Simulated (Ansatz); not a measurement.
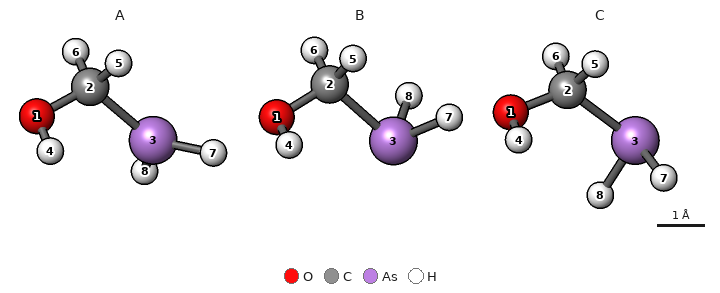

3 geometries from a converged minimum-energy path of CH5AsO, shuffled. A ball-and-stick model, seen at a tilt.

All numbers below come from RKS revPBE-D4/def2-SVP in Ansatz. Set-up: 7 movable images; climbing image; force threshold 0.05 eV/Å; iteration limit 46; starting path by image-dependent pair potential.

One of them is the converged climbing image. Which?

A. In order along the path, whose images run from 0 to 8: B (image 2, +5.2 kJ/mol), A (image 4, +154.8 kJ/mol), C (image 6, +14.3 kJ/mol). The motion is an umbrella inversion at As3. No bond forms or breaks between the ends. Among the angles between lasting bonds that change up to the highest image: C2–As3–H8 94.8° → 124.0°, C2–As3–H7 92.3° → 120.4°.

The run took 3.9 min on 1 thread of Intel(R) Xeon(R) Platinum 8488C (Sapphire Rapids), with other jobs on the host, peak memory 0.26 GiB.
